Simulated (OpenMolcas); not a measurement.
## Single-point calculation of SF₆ (charge +1) (part 2 of 3)

The same run, continued: SF₆, charge +1, multiplicity 2; ROMP2/cc-pVTZ, ROHF (OpenMolcas 26.06). The geometry is that of the parent species in another charge or spin state. The geometry comes from this level: GFN2-xTB.

Geometry of the input (Å):
```
F  -0.5753  -1.3297  0.6565
S  -0.0000  0.0001  0.0000
F  1.1834  0.0128  1.0619
F  -1.1826  -0.0127  -1.0626
F  0.5742  1.3297  -0.6559
F  -0.8929  0.8730  0.9844
F  0.8933  -0.8732  -0.9844
```

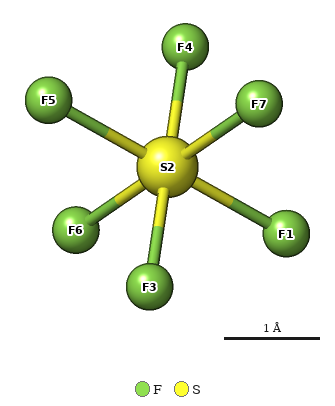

The structure (ball-and-stick view, seen at a tilt; atoms are numbered from 1 in the order of the input).

The program's output, continued
```
 *****************************************************************************************************************************
 *                                             SCF/KS-DFT Program, Final results                                             *
 *                                                       Final Results                                                       *
 *****************************************************************************************************************************

::    Total SCF energy                               -993.7209071398
      One-electron energy                           -2470.9655680901
      Two-electron energy                             920.5722403997
      Nuclear repulsion energy                        556.6724205507
      Kinetic energy (interpolated)                   992.6090021836
      Virial theorem                                    1.0011201842
      Total spin, S(S+1)                                0.7583245049
      Total spin, S                                     0.5041536262
      Max non-diagonal density matrix element           0.0000058813
      Max non-diagonal Fock matrix element              0.0000016500

      All orbitals with orbital energies smaller than  E(LUMO)+0.5 are printed

++    Molecular orbitals:
      -------------------

      Title: UHF orbitals (alpha)

      Molecular orbitals for symmetry species 1: a

          Orbital            1         2         3         4         5         6         7         8         9        10
          Energy          -92.7254  -26.9614  -26.6498  -26.6498  -26.6311  -26.6311  -26.5902   -9.6592   -7.3489   -7.3457
          Occ. No.          1.0000    1.0000    1.0000    1.0000    1.0000    1.0000    1.0000    1.0000    1.0000    1.0000

          Orbital           11        12        13        14        15        16        17        18        19        20
          Energy           -7.3457   -2.2690   -2.0309   -1.9569   -1.9390   -1.8977   -1.8786   -1.4292   -1.3879   -1.2838
          Occ. No.          1.0000    1.0000    1.0000    1.0000    1.0000    1.0000    1.0000    1.0000    1.0000    1.0000

          Orbital           21        22        23        24        25        26        27        28        29        30
          Energy           -1.2480   -1.1431   -1.1290   -1.0646   -1.0413   -1.0264   -1.0077   -0.9729   -0.9635   -0.9585
          Occ. No.          1.0000    1.0000    1.0000    1.0000    1.0000    1.0000    1.0000    1.0000    1.0000    1.0000

          Orbital           31        32        33        34        35        36        37        38        39        40
          Energy           -0.9552   -0.9380   -0.9236   -0.9106   -0.9052   -0.1720    0.0328    0.0490    0.0605    0.1446
          Occ. No.          1.0000    1.0000    1.0000    1.0000    1.0000    0.0000    0.0000    0.0000    0.0000    0.0000

          Orbital           41        42        43        44        45
          Energy            0.1980    0.2058    0.2398    0.3056    0.3158
          Occ. No.          0.0000    0.0000    0.0000    0.0000    0.0000

--

      All orbitals with orbital energies smaller than  E(LUMO)+0.5 are printed

++    Molecular orbitals:
      -------------------

      Title: UHF orbitals (beta)

      Molecular orbitals for symmetry species 1: a

          Orbital            1         2         3         4         5         6         7         8         9        10
          Energy          -92.7257  -26.9110  -26.6463  -26.6463  -26.6319  -26.6319  -26.5902   -9.6597   -7.3499   -7.3467
          Occ. No.          1.0000    1.0000    1.0000    1.0000    1.0000    1.0000    1.0000    1.0000    1.0000    1.0000

          Orbital           11        12        13        14        15        16        17        18        19        20
          Energy           -7.3456   -2.1176   -2.0000   -1.9467   -1.9415   -1.8932   -1.8770   -1.3986   -1.2397   -1.2303
          Occ. No.          1.0000    1.0000    1.0000    1.0000    1.0000    1.0000    1.0000    1.0000    1.0000    1.0000

          Orbital           21        22        23        24        25        26        27        28        29        30
          Energy           -1.1469   -1.1264   -1.0635   -1.0247   -1.0214   -1.0064   -0.9685   -0.9621   -0.9537   -0.9475
          Occ. No.          1.0000    1.0000    1.0000    1.0000    1.0000    1.0000    1.0000    1.0000    1.0000    1.0000

          Orbital           31        32        33        34        35        36        37        38
          Energy           -0.9346   -0.9225   -0.9087   -0.9053   -0.4398   -0.1595    0.0406    0.0586
          Occ. No.          1.0000    1.0000    1.0000    1.0000    0.0000    0.0000    0.0000    0.0000

--

++    Molecular charges:
      ------------------

      Mulliken charges per centre and basis function type
      ---------------------------------------------------

                            F1                      S2                      F3                      F4                      F5                      F6
                     alpha        beta       alpha        beta       alpha        beta       alpha        beta       alpha        beta       alpha        beta
      1s           1.9894      1.9766      2.5170      2.5225      1.9684      1.9688      1.9684      1.9688      1.9680      1.9679      1.9698      1.9685
      2px          0.9597      0.6575      1.3848      1.3900      0.7943      0.8029      0.8151      0.8189      0.9247      0.9247      0.8843      0.8840
      2pz          0.9538      0.5868      1.3816      1.3894      0.8449      0.8476      0.8236      0.8312      0.9141      0.9142      0.8678      0.8677
      2py          0.8708      0.5721      1.3538      1.3718      0.9549      0.9563      0.9554      0.9567      0.7736      0.7737      0.8640      0.8153
      3d2+         0.0016      0.0015      0.0971      0.1026      0.0017      0.0017      0.0014      0.0014      0.0020      0.0020      0.0011      0.0014
      3d1+         0.0008      0.0008      0.1386      0.1419      0.0039      0.0038      0.0040      0.0039      0.0007      0.0007      0.0020      0.0020
      3d0          0.0008      0.0007      0.0859      0.0885      0.0012      0.0012      0.0014      0.0014      0.0009      0.0009      0.0010      0.0011
      3d1-         0.0020      0.0022      0.1042      0.1093      0.0006      0.0006      0.0008      0.0008      0.0024      0.0024      0.0022      0.0023
      3d2-         0.0017      0.0019      0.1002      0.1044      0.0010      0.0010      0.0008      0.0008      0.0021      0.0021      0.0020      0.0020
      4f3+         0.0000      0.0001      0.0173      0.0181      0.0000      0.0000      0.0000      0.0000      0.0001      0.0001      0.0000      0.0000
      4f2+         0.0000      0.0001      0.0256      0.0266      0.0001      0.0001      0.0001      0.0001      0.0001      0.0001      0.0000      0.0000
      4f1+         0.0000      0.0000      0.0213      0.0216      0.0001      0.0001      0.0001      0.0001      0.0000      0.0000      0.0000      0.0000
      4f0          0.0000      0.0000      0.0149      0.0151      0.0000      0.0000      0.0000      0.0000      0.0000      0.0000      0.0000      0.0000
      4f1-         0.0000      0.0000      0.0140      0.0127      0.0000      0.0000      0.0000      0.0000      0.0000      0.0000      0.0000      0.0000
      4f2-         0.0001      0.0000      0.0271      0.0253      0.0000      0.0000      0.0000      0.0000      0.0001      0.0001      0.0001      0.0001
      4f3-         0.0000      0.0000      0.0150      0.0133      0.0000      0.0000      0.0000      0.0000      0.0000      0.0000      0.0000      0.0000
      Total        4.7807      3.8005      7.2983      7.3531      4.5714      4.5843      4.5713      4.5843      4.5889      4.5890      4.5945      4.5445
      Total              8.5812                 14.6514                  9.1556                  9.1556                  9.1779                  9.1391

      Charge            0.4188                  1.3486                 -0.1556                 -0.1556                 -0.1779                 -0.1391

                            F7
                     alpha        beta
      1s           1.9698      1.9685
      2px          0.8718      0.8514
      2pz          0.8522      0.8267
      2py          0.8923      0.8889
      3d2+         0.0009      0.0010
      3d1+         0.0026      0.0029
      3d0          0.0012      0.0012
      3d1-         0.0019      0.0019
      3d2-         0.0017      0.0017
      4f3+         0.0000      0.0000
      4f2+         0.0000      0.0000
      4f1+         0.0001      0.0001
      4f0          0.0000      0.0000
      4f1-         0.0000      0.0000
      4f2-         0.0001      0.0001
      4f3-         0.0000      0.0000
      Total        4.5948      4.5445
      Total              9.1392

      Charge           -0.1392

      Total electronic charge=   69.000000

      Total            charge=    1.000000
--

++    Molecular orbitals:
      -------------------

      Title: Natural orbitals

      Molecular orbitals for symmetry species 1: a

          Orbital            1         2         3         4         5         6         7         8         9        10
          Energy          -92.7256  -26.6117  -26.6149  -26.6121  -26.6072  -26.5902   -9.6158   -7.3695   -7.1655   -7.3391
          Occ. No.          2.0000    2.0000    2.0000    2.0000    2.0000    2.0000    2.0000    2.0000    2.0000    2.0000

          Orbital           11        12        13        14        15        16        17        18        19        20
          Energy           -1.8923   -1.1529   -1.1137   -0.9686   -1.0292   -1.5637   -1.9432   -1.3512   -9.3067  -18.6401
          Occ. No.          2.0000    2.0000    2.0000    2.0000    2.0000    2.0000    2.0000    2.0000    2.0000    2.0000

          Orbital           21        22        23        24        25        26        27        28        29        30
          Energy           -1.2454   -1.0335   -0.9649   -1.3860   -1.1501   -1.5188   -1.7635   -1.2337   -1.1035   -1.0913
          Occ. No.          2.0000    2.0000    2.0000    2.0000    2.0000    2.0000    2.0000    2.0000    2.0000    1.9998

          Orbital           31        32        33        34        35        36        37        38        39        40
          Energy           -1.1983   -1.2874   -1.0579   -1.9898   -0.8594    1.0693    0.3012    0.9353    1.1925    0.9636
          Occ. No.          1.9998    1.9993    1.9986    1.9985    1.0000    0.0015    0.0014    0.0007    0.0002    0.0002

          Orbital           41        42        43        44        45        46        47        48        49        50
          Energy            0.7040    1.0085    1.7472    1.5273    0.8372    1.3348    0.8559    1.1717    7.8659    1.9917
          Occ. No.          0.0000    0.0000    0.0000    0.0000    0.0000    0.0000    0.0000    0.0000    0.0000    0.0000

          Orbital           51        52        53        54        55        56        57        58        59        60
          Energy            1.2378    1.8924    2.1274    2.3781    1.6895    1.2661    1.4797    8.4801    8.4285    2.3103
          Occ. No.          0.0000    0.0000    0.0000    0.0000    0.0000    0.0000    0.0000    0.0000    0.0000    0.0000

          Orbital           61        62        63        64        65        66        67        68        69        70
          Energy            1.6042    2.1118    2.1256    8.2885    8.4946    3.2871    3.3407    2.7600    6.2532    1.1311
          Occ. No.          0.0000    0.0000    0.0000    0.0000    0.0000    0.0000    0.0000    0.0000    0.0000    0.0000

          Orbital           71        72        73        74        75        76        77        78        79        80
          Energy            1.0512    0.6571    1.6606    7.0565    2.5099    2.0400    2.0914    1.5716    1.7337    6.3456
          Occ. No.          0.0000    0.0000    0.0000    0.0000    0.0000    0.0000    0.0000    0.0000    0.0000    0.0000

          Orbital           81        82        83        84        85        86        87        88        89        90
          Energy            3.1070    4.4143    2.2564    1.2069    4.6622    0.7530    7.8506    5.8108    1.8613    6.2700
          Occ. No.          0.0000    0.0000    0.0000    0.0000    0.0000    0.0000    0.0000    0.0000    0.0000    0.0000

          Orbital           91        92        93        94        95        96        97        98        99       100
          Energy            2.9643    1.8764    4.8609    1.7251    7.7746    7.0732    6.7951    2.6730   10.1539    1.7319
          Occ. No.          0.0000    0.0000    0.0000    0.0000    0.0000    0.0000    0.0000    0.0000    0.0000    0.0000

          Orbital          101       102       103       104       105       106       107       108       109       110
          Energy            8.3721    4.9524    4.5594   10.1251    4.9844    6.8631    8.7136    8.4692    8.2813    1.0992
          Occ. No.          0.0000    0.0000    0.0000    0.0000    0.0000    0.0000    0.0000    0.0000    0.0000    0.0000

          Orbital          111       112       113       114       115       116       117       118       119       120
          Energy            1.9507   10.4959    6.9213    7.2180    8.6131    8.3326    6.9459    6.9158    7.3256    6.9312
          Occ. No.          0.0000    0.0000    0.0000    0.0000    0.0000    0.0000    0.0000    0.0000    0.0000    0.0000

          Orbital          121       122       123       124       125       126       127       128       129       130
          Energy            6.8841    6.9941    7.0542    8.4929    7.3412    4.6944    7.0375    7.0672    8.4020    2.8311
          Occ. No.          0.0000    0.0000    0.0000    0.0000    0.0000    0.0000    0.0000    0.0000    0.0000    0.0000

          Orbital          131       132       133       134       135       136       137       138       139       140
          Energy            9.1486    6.8529    7.0361    1.9260    2.1444    4.8800    6.6536    7.0095    2.2472    7.1095
          Occ. No.          0.0000    0.0000    0.0000    0.0000    0.0000    0.0000    0.0000    0.0000    0.0000    0.0000

--

++    Molecular properties:
      ---------------------

      Charge (e):
                      =    1.0000
      Dipole Moment (debye):
      Origin of the operator (angstrom)=   -0.0000    0.0000    0.0000
                   X= -1.5621E+00               Y= -3.6079E+00               Z=  1.7822E+00           Total=  4.3166E+00
      Center of Charge (angstrom)
                     X=   -0.32521554               Y=   -0.75113184               Z=    0.37103993
      Quadrupole Moment (debye*angstrom):
      Origin of the operator (angstrom)=   -0.0000    0.0000    0.0000
                  XX= -3.7862E+01              XY=  1.7516E+00              XZ= -1.4453E+00              YY= -3.3919E+01
                  YZ= -2.0124E+00              ZZ= -3.7507E+01
      In traceless form (debye*angstrom)
                  XX= -2.1484E+00              XY=  2.6274E+00              XZ= -2.1680E+00              YY=  3.7652E+00
                  YZ= -3.0186E+00              ZZ= -1.6168E+00
--

--- Stop Module: scf /rc=_RC_ALL_IS_WELL_ ---
--- Module scf spent 2 minutes 12 seconds ---

--- Start Module: rasscf ---

                                              &RASSCF

                       available to each process: 1.9 GB of memory, 1 thread

      Header of the ONEINT file:
      --------------------------

      OrdInt status: non-squared

      Cartesian coordinates in angstrom:
      -----------------------------------------------------
      No.  Label        X            Y            Z
      -----------------------------------------------------
       1   F1        -0.57534000  -1.32972000   0.65650000
       2   S2        -0.00002000   0.00006000   0.00002000
       3   F3         1.18337000   0.01284000   1.06188000
       4   F4        -1.18260000  -0.01269000  -1.06256000
       5   F5         0.57423000   1.32972000  -0.65587000
       6   F6        -0.89292000   0.87302000   0.98442000
       7   F7         0.89328000  -0.87322000  -0.98439000
      -----------------------------------------------------
      Nuclear repulsion energy =  556.67242055

++    Wave function specifications:
      -----------------------------

      Number of closed shell electrons          68
      Number of electrons in active shells       1
      Max number of holes in RAS1 space          0
      Max nr of electrons in RAS3 space          0
      Number of inactive orbitals               34
      Number of active orbitals                  1
      Number of secondary orbitals             179
      Spin quantum number                      0.5
      State symmetry                             1
--

++    Orbital specifications:
      -----------------------
```
